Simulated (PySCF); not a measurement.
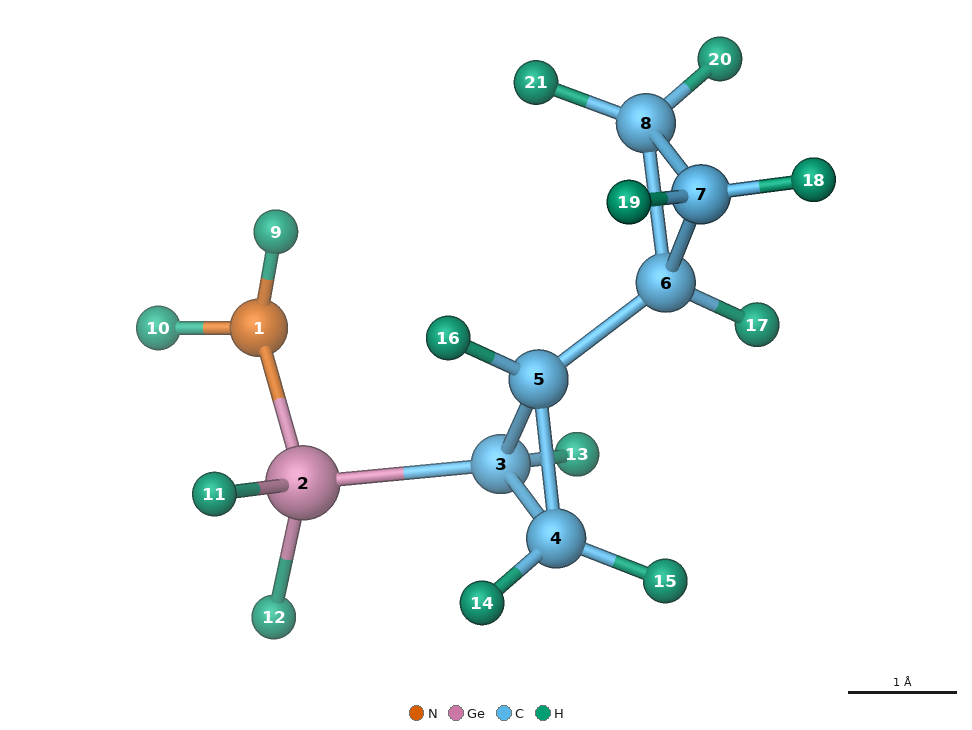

Orthographic view. Distant atoms are faded towards the background colour. The geometry was computed by an optimisation with PBE0-D3(BJ)/def2-SVP. No frequency run is at hand to confirm it as a minimum.

List the bonded neighbours of every atom.

N1: Ge2, H9, H10
Ge2: N1, C3, H11, H12
C3: Ge2, C4, C5, H13
C4: C3, C5, H14, H15
C5: C3, C4, C6, H16
C6: C5, C7, C8, H17
C7: C6, C8, H18, H19
C8: C6, C7, H20, H21
(terminal hydrogens appear only as neighbours)
